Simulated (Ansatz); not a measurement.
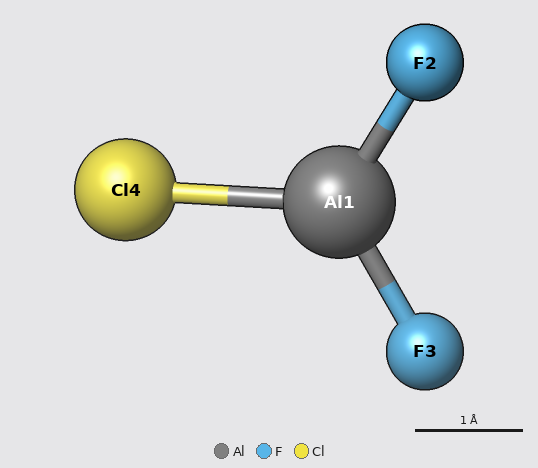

The atoms are numbered. Computed geometry: PBE0-D4/def2-TZVP optimisation.

Which atoms are bonded, and how long are the bonds?

| bond | length (Å) |
| --- | --- |
| Al1–F2 | 1.631 |
| Al1–F3 | 1.631 |
| Al1–Cl4 | 2.061 |
